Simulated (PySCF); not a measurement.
Geometry relaxation of C3H7NSi

C3H7NSi, computed with PBE0-D3(BJ)/def2-SVP geometry optimisation, gas phase (PySCF 2.14.0).

It belongs to a series of runs on one base structure; here: H on C replaced by CH2SiH3.

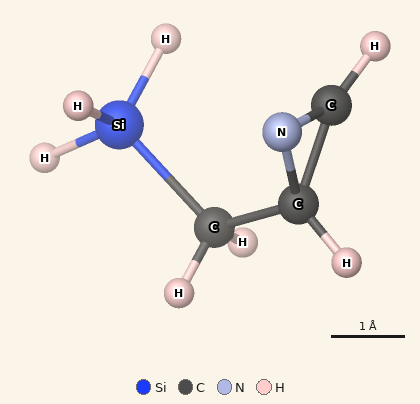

**Figure 1.** The starting structure (ball-and-stick view, seen at a tilt). Bond lengths as drawn: C–C 1.44 to 1.52 Å, C–H 1.07 to 1.09 Å, C–N 1.24 to 1.50 Å, C–Si 1.93 Å and H–Si 1.44 to 1.48 Å.

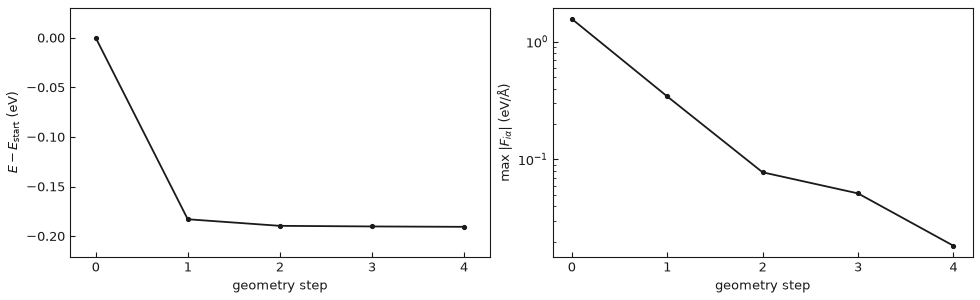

**Figure 2.** Progress of the relaxation, step by step (steps are counted from 0).

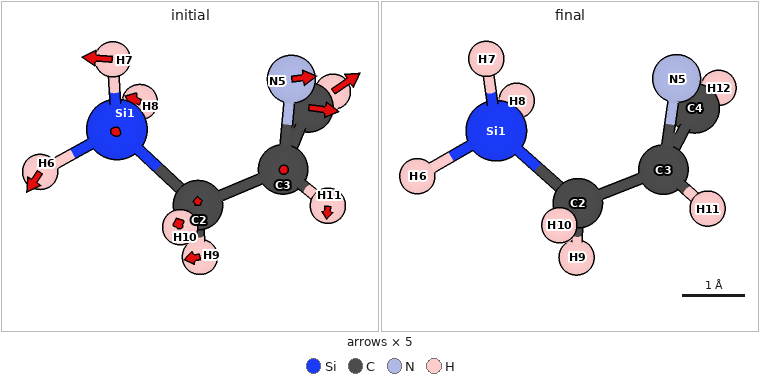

**Figure 3.** Before (left) and after (right) the relaxation, at one scale (ball-and-stick view, seen at a tilt). The red arrows give the displacements, magnified 5 times. H12 moves most after the best rigid fit: 0.11 Å. By element the largest moves are H 0.11 Å, C 0.10 Å, N 0.09 Å, Si 0.04 Å. Distances before and after: Si1–H6 1.439 → 1.495 Å, Si1–C2 1.929 → 1.893 Å, C3–H11 1.068 → 1.099 Å, C2–H9 1.075 → 1.105 Å. Among the angles that change: N5–C4–H12 143.3° → 138.7°, C3–C4–H12 148.9° → 153.2°, C2–C3–C4 119.7° → 123.8°. Over 4 geometry steps the energy falls by 0.191 eV. The largest force component goes from 1.6 to 0.018 eV/Å. (Atoms are counted from 1 in the order of the input.)

These pictures come from the run below.

### Input file
```
{"job": {"xc": "PBE0", "basis": "def2-SVP", "d3": "d3bj", "grid": 1, "shake": 0.01, "kind": "geom"}, "charge": 0, "multiplicity": 1}
Si     1.563500    -0.105960     0.357230
C      0.168820    -0.067290    -0.974270
C     -1.201290     0.276750    -0.422500
C     -1.552260    -0.120830     0.915530
N     -1.275750     1.082340     0.835510
H      2.791050    -0.437120    -0.316780
H      1.663490     1.226420     0.986070
H      1.235420    -1.097290     1.349990
H      0.114380    -1.030580    -1.448660
H      0.424170     0.659880    -1.738760
H     -1.970290     0.467070    -1.139140
H     -1.921560    -0.881650     1.586750
```

The first line tells a small driver script what to run in PySCF; the rest is the geometry in Å.

Run as:
```bash
OMP_NUM_THREADS=1 python <driver script> task.json out
```

### Output
```
step   0  E = -462.14169103  max force = 0.030423
step   1  E = -462.14841579  max force = 0.006678
step   2  E = -462.14865947  max force = 0.001514
step   3  E = -462.14868236  max force = 0.001002
step   4  E = -462.14869645  max force = 0.000359
optimisation converged
```

### Trajectory as extended XYZ (Å, eV, eV/Å), 5 frames, from step=0 to step=4
```
12
Properties=species:S:1:pos:R:3:forces:R:3 step=0 energy=-12575.51595
Si    1.5635   -0.1060    0.3572   -1.2476   0.8987  -0.9712
C     0.1688   -0.0673   -0.9743   -0.1333   0.6702   1.0339
C    -1.2013    0.2767   -0.4225    1.4535  -0.6898   0.3547
C    -1.5523   -0.1208    0.9155   -0.7849  -1.0733  -0.3632
N    -1.2757    1.0823    0.8355    0.1676   1.5644   0.6118
H     2.7910   -0.4371   -0.3168    1.0027  -0.2993  -0.4307
H     1.6635    1.2264    0.9861    0.1270   0.2124   0.1889
H     1.2354   -1.0973    1.3500   -0.1548  -0.7640   0.7993
H     0.1144   -1.0306   -1.4487    0.0749  -0.9147  -0.5312
H     0.4242    0.6599   -1.7388    0.3373   0.3393  -0.4871
H    -1.9703    0.4671   -1.1391   -0.8101   0.2348  -0.7740
H    -1.9216   -0.8817    1.5868   -0.0323  -0.1788   0.5687
12
Properties=species:S:1:pos:R:3:forces:R:3 step=1 energy=-12575.69894
Si    1.4197   -0.1888    0.2220   -0.0641  -0.1477   0.0573
C    -0.0191   -0.1716   -1.0177    0.1431  -0.1831  -0.1318
C    -1.3831    0.1042   -0.4393   -0.2323   0.2145  -0.3202
C    -1.7979   -0.2778    0.8892   -0.0043   0.1531   0.3434
N    -1.5158    0.9437    0.8235   -0.0196  -0.1604  -0.0400
H     2.6896   -0.5550   -0.4876   -0.1094   0.0059   0.0036
H     1.6099    1.1310    0.8873   -0.0091   0.0377  -0.0094
H     1.1492   -1.2185    1.2844    0.0561   0.0734  -0.0791
H    -0.0346   -1.1581   -1.5297    0.0566   0.1794   0.0830
H     0.2172    0.5697   -1.8045   -0.0454  -0.0389   0.0607
H    -2.1757    0.2988   -1.1885    0.2151  -0.0796   0.1222
H    -2.1308   -0.9853    1.6550    0.0133  -0.0543  -0.0897
12
Properties=species:S:1:pos:R:3:forces:R:3 step=2 energy=-12575.70557
Si    1.4103   -0.1922    0.2274   -0.0032  -0.0056   0.0305
C    -0.0171   -0.1715   -1.0155    0.0184   0.0036  -0.0240
C    -1.3837    0.1117   -0.4430   -0.0640  -0.0062  -0.0418
C    -1.7902   -0.2751    0.8919   -0.0478   0.0729   0.0778
N    -1.5247    0.9482    0.8210    0.0491  -0.0394  -0.0213
H     2.6670   -0.5613   -0.4936   -0.0080  -0.0074  -0.0083
H     1.6016    1.1330    0.8851   -0.0001   0.0045  -0.0057
H     1.1514   -1.2176    1.2885    0.0146   0.0092  -0.0089
H    -0.0250   -1.1529   -1.5253    0.0000   0.0237   0.0093
H     0.2205    0.5691   -1.7993    0.0122   0.0085   0.0065
H    -2.1689    0.2962   -1.1924    0.0290  -0.0336   0.0181
H    -2.1125   -0.9951    1.6493   -0.0001  -0.0303  -0.0322
12
Properties=species:S:1:pos:R:3:forces:R:3 step=3 energy=-12575.70619
Si    1.4127   -0.1903    0.2290    0.0020   0.0281   0.0073
C    -0.0151   -0.1719   -1.0123   -0.0384  -0.0209   0.0362
C    -1.3849    0.1066   -0.4418    0.0283  -0.0058   0.0263
C    -1.8033   -0.2747    0.8927    0.0515   0.0239  -0.0168
N    -1.5162    0.9434    0.8223   -0.0390  -0.0030  -0.0023
H     2.6628   -0.5579   -0.5023    0.0176  -0.0056  -0.0070
H     1.6039    1.1373    0.8825    0.0042  -0.0046  -0.0043
H     1.1665   -1.2152    1.2907   -0.0019  -0.0106   0.0135
H    -0.0185   -1.1508   -1.5232    0.0039  -0.0285  -0.0245
H     0.2221    0.5710   -1.7935    0.0037   0.0176   0.0029
H    -2.1648    0.2916   -1.1931   -0.0314   0.0207  -0.0268
H    -2.1364   -0.9967    1.6431   -0.0006  -0.0114  -0.0045
12
Properties=species:S:1:pos:R:3:forces:R:3 step=4 energy=-12575.70658
Si    1.4127   -0.1896    0.2307   -0.0033   0.0083  -0.0035
C    -0.0160   -0.1713   -1.0112   -0.0164  -0.0012   0.0122
C    -1.3864    0.1082   -0.4434    0.0159  -0.0185   0.0122
C    -1.8006   -0.2760    0.8910    0.0041   0.0088  -0.0056
N    -1.5235    0.9443    0.8207   -0.0052   0.0047   0.0017
H     2.6631   -0.5598   -0.5006    0.0032  -0.0018  -0.0008
H     1.6063    1.1383    0.8824    0.0018   0.0005  -0.0025
H     1.1660   -1.2134    1.2944   -0.0006  -0.0018   0.0051
H    -0.0193   -1.1506   -1.5231    0.0025  -0.0049  -0.0103
H     0.2230    0.5723   -1.7916    0.0067   0.0076   0.0027
H    -2.1673    0.2915   -1.1953   -0.0082   0.0029  -0.0081
H    -2.1291   -1.0016    1.6401   -0.0004  -0.0046  -0.0033
```

### Key numbers

| quantity | value |
| --- | --- |
| outcome | converged |
| total energy | −462.148696 hartree |
| dipole moment | 2.19 D |
| point group | C1 |
| hardware | 1 CPU thread, shared host |
| wall time | 17 s |
| peak memory | 0.46 GiB |
